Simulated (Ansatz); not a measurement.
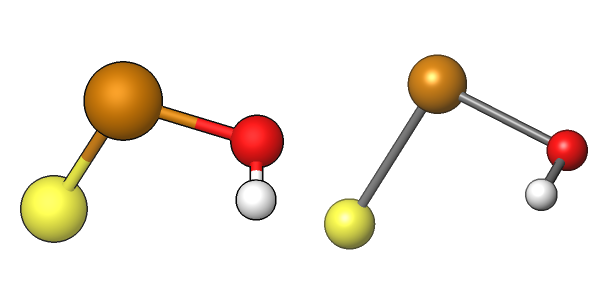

(Drawn from a calculation with Ansatz.)

The same structure drawn twice, from different directions. Colours: oxygen red, tellurium orange, sulfur yellow, hydrogen white.

Charge −1, singlet.

### Which formula does it have?

HOSTe⁻, 4 atoms: 1 hydrogen, 1 oxygen, 1 sulfur and 1 tellurium.

### Which point group does it belong to?

C1.

### How many atoms are distinct by symmetry?

4: 1 O, 1 Te, 1 S, 1 H.

### How many bonds of each kind are drawn?

1 O–Te, 1 S–Te, 1 O–H. Sticks follow a distance rule.
